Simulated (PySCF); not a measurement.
```xyz
10

C     1.6723   -0.1827    0.2401
C     0.4028   -0.0369   -0.0430
C    -0.9134   -0.6571   -0.2543
F    -1.4861   -1.3561    0.7631
C    -0.7626    0.8525   -0.1536
F    -1.1992    1.5104    0.9548
H     2.1265   -1.1585    0.2982
H     2.3085    0.6684    0.4202
H    -1.1970   -1.0896   -1.2088
H    -0.9429    1.4543   -1.0391
```

Geometry: GFN2-xTB.

The calculation used PBE0/pcSseg-1, SCF density, gas phase, non-relativistic in PySCF 2.14.0.

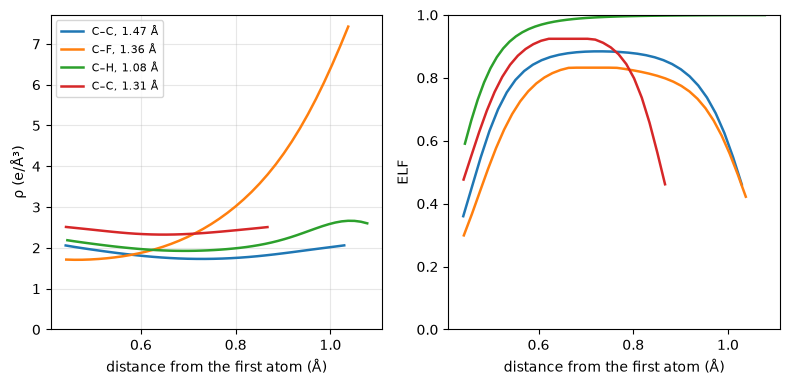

C$_{4}$H$_{4}$F$_{2}$. Electron density and electron localisation function along straight lines between neighbouring atoms. The curves leave out the atomic cores.

### What kind of bonding do the profiles show?

C–C (1.47 Å): the density is about 1.7 e/Å³ at the midpoint; the ELF peaks at about 0.90 between the atoms; a covalent bond.
C–F (1.36 Å): ρ at the midpoint is about 2.2 e/Å³, with its minimum of 1.7 e/Å³ about 0.5 Å from C; the ELF peaks at about 0.85 between the atoms; a polar covalent bond.
C–H (1.08 Å): ρ is about 2 e/Å³ halfway; the ELF climbs to about 1 towards the hydrogen, as it does in any bond to H (an ordinary covalent bond to hydrogen).
C–C (1.31 Å): ρ is about 2.3 e/Å³ halfway; the ELF peaks at about 0.90 between the atoms; a short, multiple covalent bond.
